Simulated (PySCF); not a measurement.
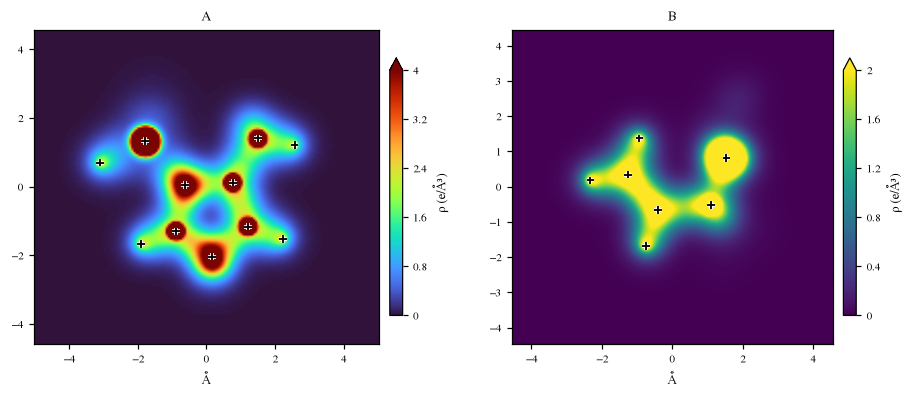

The electron density of 2 systems, each on a plane through atoms (crosses mark nuclei in the plane).

All numbers below come from PySCF, PBE0/def2-SVPD, SCF density, gas phase.

System 1: C$_{4}$H$_{7}$BrN$_{2}$Si (SMILES Cc1cncn1[SiH2]Br), the plane of atoms C3, N4 and C5. Geometry: GFN2-xTB.

```xyz
15

C    -0.8489    1.5701    0.4390
C    -0.8275    0.1335    0.0687
C    -1.8420   -0.7440   -0.1604
N    -1.3425   -1.9732   -0.4897
C    -0.0599   -1.8454   -0.4632
N     0.3471   -0.5768   -0.1278
Si    1.9919   -0.0612    0.0829
Br    2.4024    1.6145   -1.2941
H    -0.2428    1.7583    1.3259
H    -0.4673    2.1902   -0.3733
H    -1.8726    1.8694    0.6477
H    -2.8989   -0.5762   -0.1119
H     0.6420   -2.6261   -0.6771
H     2.1823    0.4461    1.4310
H     2.8321   -1.1711   -0.3197
```

System 2: C$_{4}$H$_{8}$B$_{2}$OS, the plane of atoms H9, C1 and H10. Geometry: GFN2-xTB.

```xyz
16

C     1.5006    1.4603   -0.1790
C     1.4965    0.1453   -0.0822
C     0.4307   -0.7663   -0.6358
C    -0.1605   -1.6365    0.4782
S    -0.9242   -0.6450    1.8289
B    -1.6602    0.6769    0.9337
B    -1.5526    0.6027   -0.7382
O    -0.5725   -0.0817   -1.3518
H     0.7155    1.9957   -0.6877
H     2.2920    2.0545    0.2435
H     2.2918   -0.3816    0.4275
H     0.9081   -1.4438   -1.3638
H    -0.9299   -2.2943    0.0721
H     0.6184   -2.2351    0.9463
H    -2.1522    1.4930    1.6151
H    -2.3093    1.0647   -1.5183
```

Question: Which map belongs to which system?

Answer: Panel A is system 1, C$_{4}$H$_{7}$BrN$_{2}$Si: the plane holds C, N, Si and H. C–N (1.29 Å): ρ is about 2.7 e/Å³ halfway. Panel B is system 2, C$_{4}$H$_{8}$B$_{2}$OS: the plane holds C, O and H. C–C (1.32 Å): the density is about 2.3 e/Å³ at the midpoint.
